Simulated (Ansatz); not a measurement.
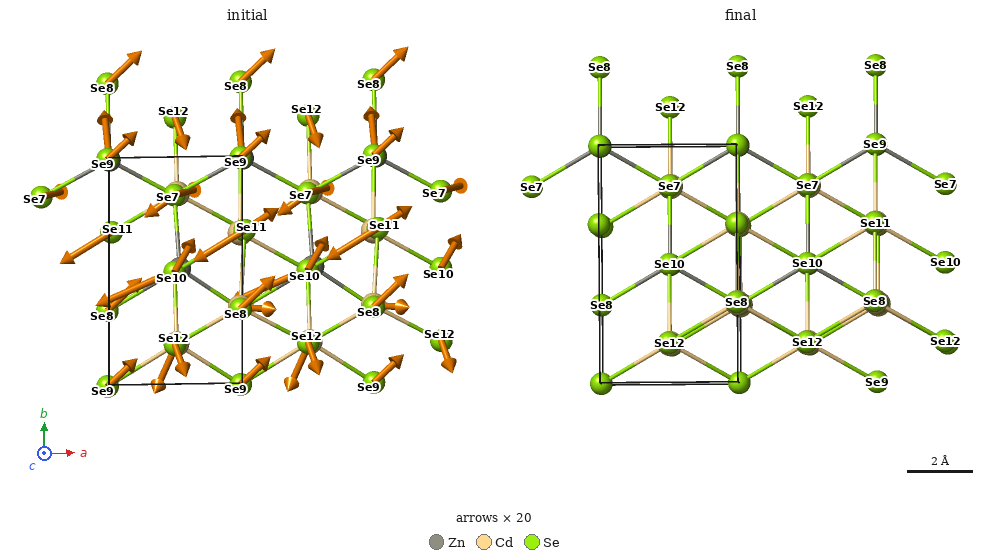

The structure of a crystal of ZnCd2Se3 (a generated structure, set up in P1) (coarse preliminary run) before (left) and after (right) a relaxation, at one scale. The orange arrows give the displacements (the part carried along by the change of the cell is left out), magnified 20 times.

The picture is a ball-and-stick view of the cell of the calculation, repeated 2 × 1 × 1 with one cell outlined, seen along the c axis.

The calculation used Ansatz 0.2.0, DFT PBE, scalar-relativistic, plane waves, PAW.

Input file:
```yaml
crystal:
  lattice:
    - [2.0411190526, -3.5960339558, -0.0388943867]
    - [-6.0797666099, -3.5708669413, 0.0601176771]
    - [0.1221259358, -0.0402819665, -10.3085543779]
  atoms:
    - { symbol: Zn, position: [0.0022720838, -0.0101396153, 0.3393491686] }
    - { symbol: Zn, position: [0.531146046, 0.5083237963, 0.3315576839] }
    - { symbol: Cd, position: [0.5120387199, 0.8379054061, 0.0088840433] }
    - { symbol: Cd, position: [-0.0137809271, 0.3334263474, 0.0027936518] }
    - { symbol: Cd, position: [-0.014674198, 0.6613270175, 0.6629704121] }
    - { symbol: Cd, position: [0.5085402544, 0.1771167693, 0.6529144125] }
    - { symbol: Se, position: [0.4909699072, 0.8319837611, 0.2711677618] }
    - { symbol: Se, position: [-0.0124158219, 0.3265225364, 0.2627216424] }
    - { symbol: Se, position: [-0.0106940541, -0.0058565198, 0.5697777503] }
    - { symbol: Se, position: [0.4922796371, 0.492906015, 0.5721095123] }
    - { symbol: Se, position: [0.0188427262, 0.67306772, 0.9143003184] }
    - { symbol: Se, position: [0.4954756265, 0.173416766, 0.9114516425] }
basis:
  ecutwfc: 420
kpoints:
  mp_grid: { grid: [4, 2, 2] }
hamiltonian:
  xc: pbe
scf:
  occupations: { method: gaussian, width: 0.1 }
  lower_state_search: "off"
output:
  forces: true
  stress: true
  eigenvalues: true
relax:
  adjacent_minimum: "off"
  f_tol: 0.025
  max_steps: 60
  cell: { stress_tol: 0.25 }
```

Launched with:
```bash
ansatz run input.yaml --threads 4 --pin off --max-ram 8192MiB --backend cpu --events-out ev --progress --plain --runs-dir out
```

**Summarise the run.**

Over 4 accepted moves (5 points after the start) the energy falls by 78.7 meV per atom. The largest force component goes from 1.2 to 0.017 eV/Å. The pressure goes from 6.64 to 0.01 GPa. At 1 point the geometry stayed and the basis and grid were re-selected for the new cell (energy shift of 0.6 meV per atom at most each time). The atom that moves furthest relative to the cell is Zn2 (0.14 Å roughly along [−3 −1 0]). Largest moves by element: Zn 0.14 Å, Cd 0.12 Å, Se 0.10 Å. The drawn cell changes as follows: a 4.135 → 4.282 Å (+3.6 %), b 7.051 → 7.380 Å (+4.7 %), c 10.309 → 10.492 Å (+1.8 %), α 91.0° → 90.2°, β 88.9° → 89.9°, γ 89.2° → 90.1°; the volume changes by +10.4 %. Some distances before and after: Cd6–Se10 2.391 → 2.649 Å, Zn2–Se8 2.357 → 2.573 Å, Zn1–Se7 2.382 → 2.573 Å, Zn2–Se7 2.380 → 2.563 Å. Bond angles that change, for instance: Se7–Zn2–Se8 119.2° → 112.4°, Se8–Zn2–Se10 101.2° → 106.1°, Zn1–Se7–Zn2 107.3° → 112.3°. Within 0.06 Å the space group is P1 at the start and P3m1 at the end; at a tighter tolerance small leftover displacements or strains of the cell lower it.
